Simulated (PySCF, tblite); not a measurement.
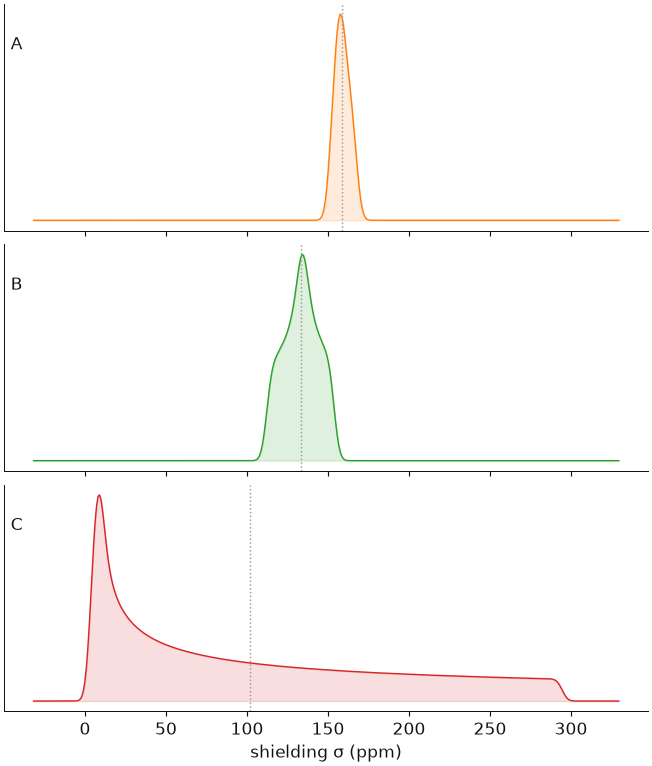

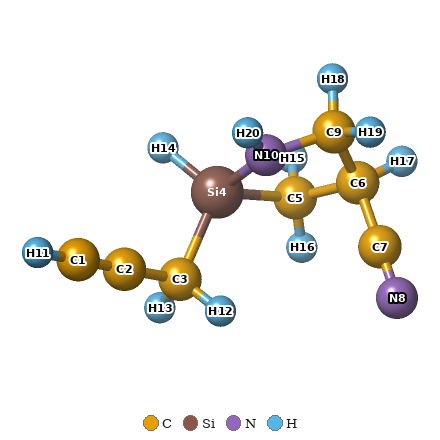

Static powder patterns (¹³C) from GIAO shielding tensors of C₇H₁₀N₂Si, SMILES C#CC[Si@@H]1C[C@H](C#N)CN1, PBE0/pcSseg-1 with PySCF 2.14.0, at a GFN2-xTB geometry (a minimum by its frequencies); absolute shielding, one fixed geometry of the isolated molecule without any motion, no dipolar terms. The dotted line is the isotropic value; skew is 3(σiso − σ22)/span.

The panels belong to C2, C6 and C9. Which is which?

Answer. panel A: C6, σ11, σ22, σ33 = 151, 158, 168 ppm, isotropic 159, span 16 ppm, skew 0.23; panel B: C9, σ11, σ22, σ33 = 112, 134, 154 ppm, isotropic 133, span 42 ppm, skew −0.06; panel C: C2, σ11, σ22, σ33 = 3, 9, 295 ppm, isotropic 102, span 291 ppm, skew 0.96.

Known limits of this run: the tight-binding geometry is rougher than a DFT one and adds to the error; one conformer of a flexible molecule.
